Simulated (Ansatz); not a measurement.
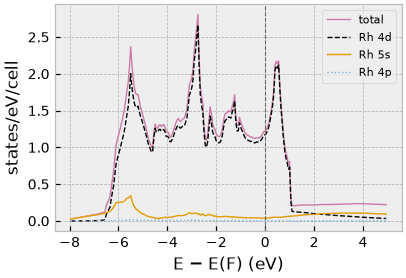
*Total and projected density of states of Rh (fcc (Cu type), Fm-3m), plane-wave PAW r²SCAN (Ansatz code)*

Q: Which orbitals carry the states next to the Fermi level?

A: Within 0.5 eV of the Fermi level: Rh 4d 96 %. Projections are on Löwdin-orthogonalised atomic valence shells; empty p or d shells of many metals are not among them.

Q: Where is the tallest occupied peak in this window, and what makes it?

A: Near -2.8 eV, about 2.8 states/eV per cell; the largest projected share is Rh 4d.

The r²SCAN relaxation kept the symmetry of its start. The run is not spin-polarised. Spin–orbit coupling is left out wherever it is not named.

Potentials: the later of the program's two PAW sets.
